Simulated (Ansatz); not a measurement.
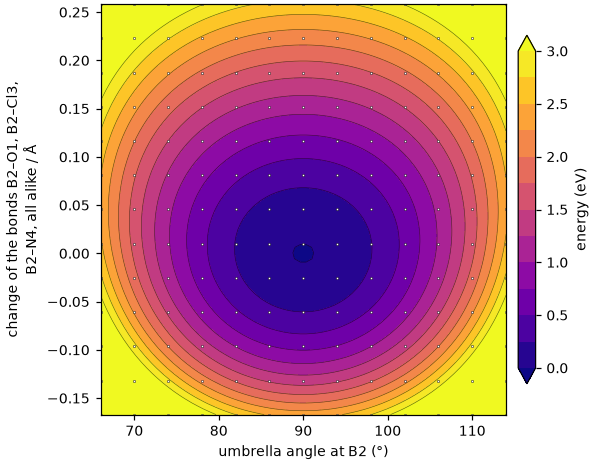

Energy landscape of BClGeH5NO, SMILES OB(Cl)[NH][GeH3]. 
- First axis: umbrella angle at B2 (between each of its bonds and their common axis; 90 is planar). Second axis: change of the bonds B2–O1, B2–Cl3, B2–N4, all alike.
- Nothing is relaxed (all other coordinates rigid).
- The scan uses a 13 × 13 grid.
- Points are written as (first, second).
- Energies are in eV, from the lowest grid point.
- All numbers below come from RKS PBE0-D4/def2-SVP in Ansatz.

Drawn: filled contours, dots at the grid points, one colour for all values above the top of the scale. Between grid points the surface is interpolated. 

### Where are the wells?

The lowest grid point is at (90°, 0.010 Å). It is the only kind of minimum in the scanned range. The highest grid point, (114°, −0.167 Å), lies 6.29 eV above the lowest. Round the minimum the two coordinates are nearly uncoupled.

Grid values (eV):

| second ↓, first → | 66 | 70 | 74 | 78 | 82 | 86 | 90 | 94 | 98 | 102 | 106 | 110 | 114 |
| --- | --- | --- | --- | --- | --- | --- | --- | --- | --- | --- | --- | --- | --- |
| 0.258 | 4.15 | 3.66 | 3.28 | 3.01 | 2.82 | 2.70 | 2.67 | 2.70 | 2.82 | 3.01 | 3.28 | 3.66 | 4.15 |
| 0.223 | 3.70 | 3.17 | 2.77 | 2.47 | 2.27 | 2.15 | 2.11 | 2.15 | 2.27 | 2.47 | 2.77 | 3.17 | 3.70 |
| 0.187 | 3.29 | 2.71 | 2.28 | 1.96 | 1.74 | 1.61 | 1.57 | 1.61 | 1.74 | 1.96 | 2.28 | 2.71 | 3.29 |
| 0.152 | 2.95 | 2.33 | 1.86 | 1.51 | 1.28 | 1.14 | 1.10 | 1.14 | 1.28 | 1.51 | 1.86 | 2.33 | 2.95 |
| 0.116 | 2.68 | 2.00 | 1.49 | 1.12 | 0.87 | 0.73 | 0.68 | 0.73 | 0.87 | 1.12 | 1.49 | 2.00 | 2.68 |
| 0.081 | 2.51 | 1.78 | 1.23 | 0.83 | 0.56 | 0.40 | 0.35 | 0.40 | 0.56 | 0.83 | 1.23 | 1.78 | 2.51 |
| 0.046 | 2.45 | 1.66 | 1.06 | 0.63 | 0.34 | 0.17 | 0.12 | 0.17 | 0.34 | 0.63 | 1.06 | 1.66 | 2.45 |
| 0.010 | 2.54 | 1.67 | 1.03 | 0.56 | 0.24 | 0.06 | 0.00 | 0.06 | 0.24 | 0.56 | 1.03 | 1.67 | 2.54 |
| −0.025 | 2.79 | 1.85 | 1.15 | 0.64 | 0.30 | 0.10 | 0.03 | 0.10 | 0.30 | 0.64 | 1.15 | 1.85 | 2.79 |
| −0.061 | 3.26 | 2.22 | 1.46 | 0.91 | 0.54 | 0.32 | 0.25 | 0.32 | 0.54 | 0.91 | 1.46 | 2.23 | 3.26 |
| −0.096 | 3.95 | 2.82 | 1.99 | 1.39 | 0.99 | 0.76 | 0.68 | 0.76 | 0.99 | 1.39 | 1.99 | 2.83 | 3.95 |
| −0.132 | 4.96 | 3.73 | 2.82 | 2.16 | 1.72 | 1.47 | 1.38 | 1.47 | 1.72 | 2.16 | 2.82 | 3.73 | 4.96 |
| −0.167 | 6.29 | 4.94 | 3.94 | 3.23 | 2.75 | 2.47 | 2.38 | 2.47 | 2.75 | 3.23 | 3.94 | 4.94 | 6.29 |

The input of one point:

```yaml
crystal:
  periodic: [false, false, false]
  atoms:
    - { symbol: O, position_ang: [-1.516386, -1.99141, 0.611069] }
    - { symbol: B, position_ang: [-0.455778, -1.14017, 0.470192] }
    - { symbol: Cl, position_ang: [1.087557, -1.67887, 1.216164] }
    - { symbol: "N", position_ang: [-0.462097, 0.11014, -0.200647] }
    - { symbol: Ge, position_ang: [0.999284, 1.241711, -0.373234] }
    - { symbol: H, position_ang: [-2.325684, -1.673133, 0.200726] }
    - { symbol: H, position_ang: [-1.321963, 0.435311, -0.629581] }
    - { symbol: H, position_ang: [0.461715, 2.443546, -1.173301] }
    - { symbol: H, position_ang: [1.485894, 1.695885, 1.00979] }
    - { symbol: H, position_ang: [2.123489, 0.543169, -1.150511] }
basis:
  gaussian: { orbitals: def2-SVP }
hamiltonian:
  xc: pbe0
  dispersion: d4
output:
  forces: true
```

Time for the 169 points that were run: 22 min on 1 thread of Intel(R) Xeon(R) Platinum 8259CL CPU @ 2.50GHz (Skylake/Cascade Lake), on a shared host.
